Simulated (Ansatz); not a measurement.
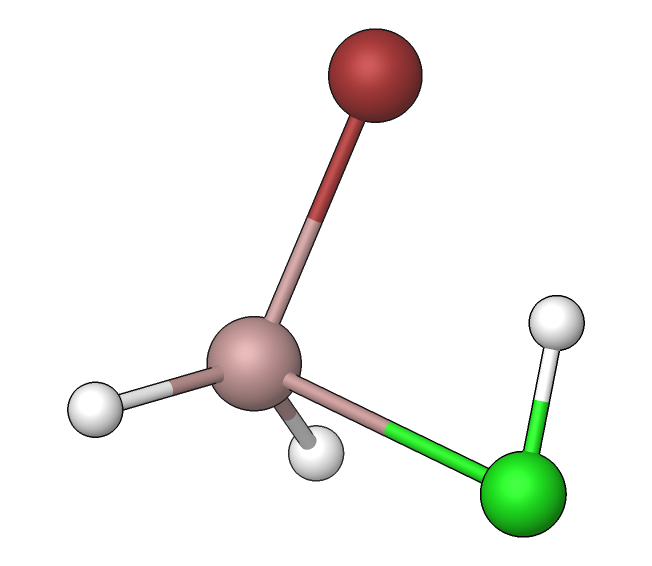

The picture shows a molecular structure as a ball-and-stick model. Every bond is drawn as one stick, whatever its order. Colours: gallium pink, bromine red, hydrogen white, chlorine green.

The computed structure is the end point of a PBE0-D4/def2-TZVP optimisation.

Identify the structure.

The molecule is BrClGaH₃. The point group is Cs. Coordination, clear cases only: 1 Cl bent.

More results for the same structure follow; atom numbers are the same in all pictures, views and colours differ.

**Geometry**

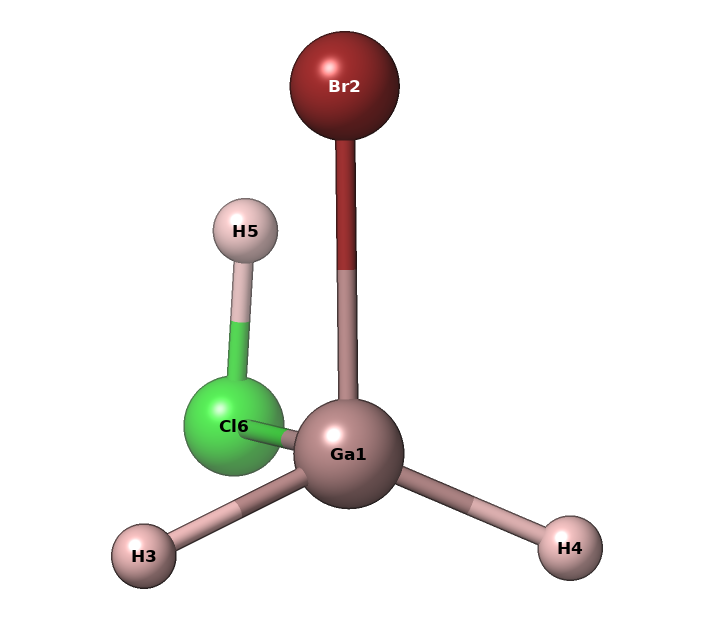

Cl6 lies behind Ga1. The molecule seen a little off the Ga1–Cl6 bond, Ga1 in front. Distant atoms are faded towards the background colour.

What is the torsion angle Br2–Ga1–Cl6–H5? The sign is positive where the front bond must turn clockwise to cover the back bond.

0°, synperiplanar (eclipsed).

**Charges**

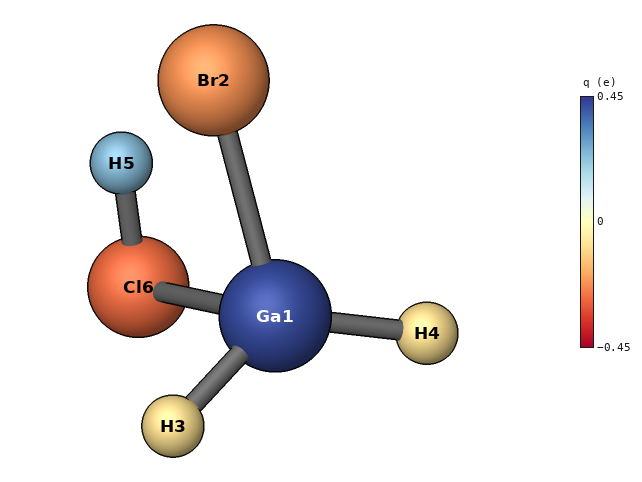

Atoms are coloured by their Mulliken charges. Properties computed with RKS PBE0-D4/def2-SVP (Ansatz 0.2.0).

Which atom carries the highest charge (most positive or least negative)?

Ga1 (0.42 e).

And the lowest?

Cl6 (−0.27 e).

List the Mulliken charges.

```csv
atom,value (e)
Ga1,0.42
Br2,−0.22
H3,−0.09
H4,−0.09
H5,0.24
Cl6,−0.27
```

**Electronic properties**

Level of theory: RKS PBE0-D4/def2-TZVP (Ansatz 0.2.0).

Give the dipole moment at this level.

1.67 D.

What is the harmonic zero-point energy?

60.5 kJ/mol.

**Vibrations**

Harmonic vibrations computed with RKS PBE0-D4/def2-TZVP (Ansatz 0.2.0) at a stationary point of the same level.

How many vibrational modes are there, and where do they lie?

12 modes: 83, 117, 243, 269, 345, 387, 470, 637, 717, 2018, 2031, 2791 cm⁻¹.

Mulliken values depend strongly on the basis set and can even reverse the polarity of a bond.
